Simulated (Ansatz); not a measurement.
H$_{6}$InO$_{3}$P

Input file:

```
crystal:
  periodic: [false, false, false]
  atoms:
    - {symbol: In, position_ang: [-0.174010, -0.703085, -0.793797]}
    - {symbol: O, position_ang: [-2.370168, 0.223636, 1.822256]}
    - {symbol: O, position_ang: [-1.349597, 1.047691, -0.429036]}
    - {symbol: O, position_ang: [-0.540184, -1.386273, 1.318989]}
    - {symbol: P, position_ang: [-2.397243, 1.243400, 0.697281]}
    - {symbol: H, position_ang: [-1.331667, -0.799835, 1.645841]}
    - {symbol: H, position_ang: [-2.227640, 2.568334, 1.184266]}
    - {symbol: H, position_ang: [-3.683497, 1.303599, 0.092756]}
    - {symbol: H, position_ang: [-1.146340, -1.765842, -1.719898]}
    - {symbol: H, position_ang: [1.468371, -0.207391, -0.735721]}
    - {symbol: H, position_ang: [0.181710, -1.231527, 1.938839]}
basis:
  gaussian: {orbitals: def2-SVPD}
hamiltonian: {xc: pbe0}
output: {forces: true, orbitals: {seedname: orbitals}}
```

Command:

```sh
ansatz run input.yaml --threads 2 --pin off --max-ram 5220MiB --events-out events.jsonl --progress --plain --runs-dir runs
```

Geometry: PBE0-D4/def2-SVP; core potentials replace the inner electrons of In.

Theory: isolated molecule in a Gaussian basis; Kohn-Sham density functional theory, functional PBE0 in Ansatz 0.2.0.

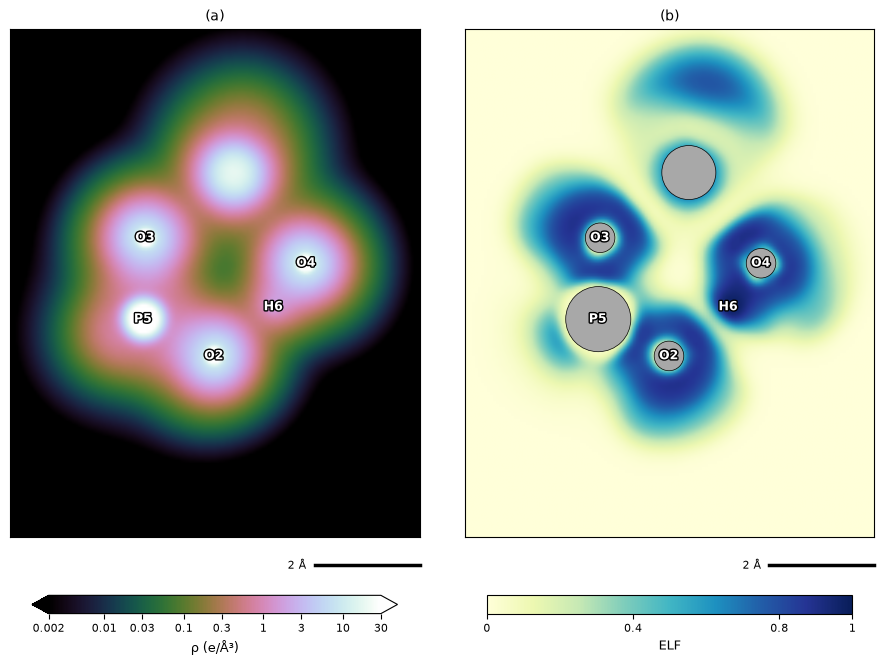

Figure 1. (a) electron density; (b) electron localisation function on the plane of atoms O2, P5 and O3. Grey discs cover the atomic cores in the ELF map.

### What do the fields say about this system?

The plane passes through O, P and H nuclei. P–O (1.52 Å): ρ is about 1.7 e/Å³ halfway; the ELF peaks at about 0.85 between the atoms; a polar covalent bond. The ELF also peaks beside O2 and O3, away from the bonds: lone-pair regions.

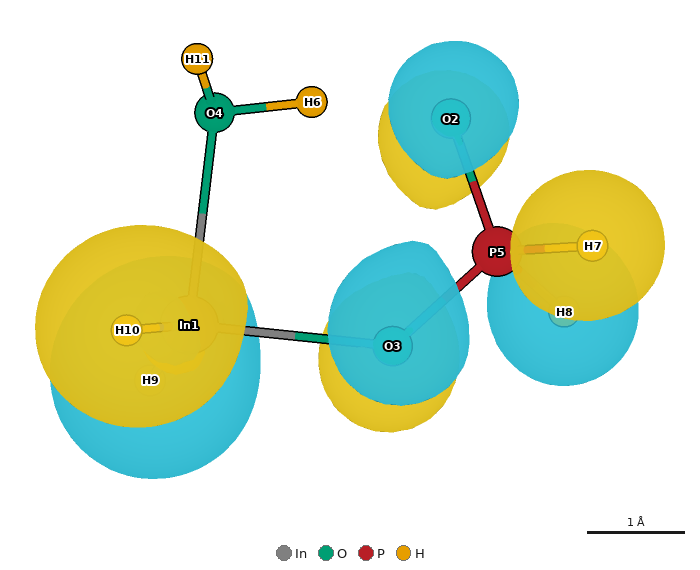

Figure 2. One frontier orbital at ±0.1 Å⁻³ᐟ² (yellow and cyan are the two phases), seen across its widest extent.

### Which orbital is it: HOMO or LUMO?

The HOMO, at −8.19 eV. It lies mainly on O3 (about 20 %), In1 (about 20 %), H9 (about 15 %), H10 (about 15 %), O2 (about 10 %) and P5 (about 10 %).

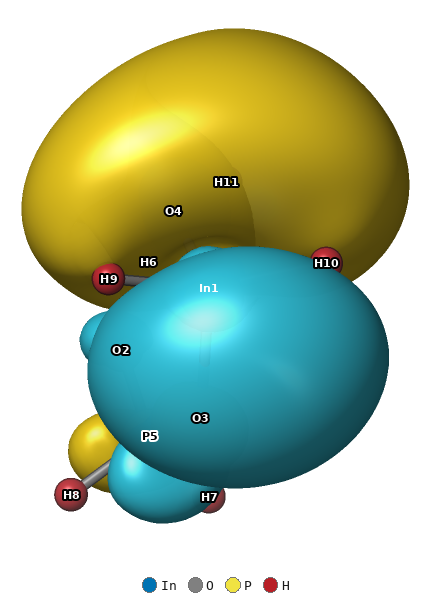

Figure 3. The LUMO at ±0.05 Å⁻³ᐟ² (yellow and cyan are the two phases), seen at an oblique angle.

### Where does this orbital lie, and at what energy?

Its weight (Hirshfeld) is mainly on In1 (about 60 %), H11 (about 15 %) and O4 (about 5 %). Its energy is −0.53 eV.
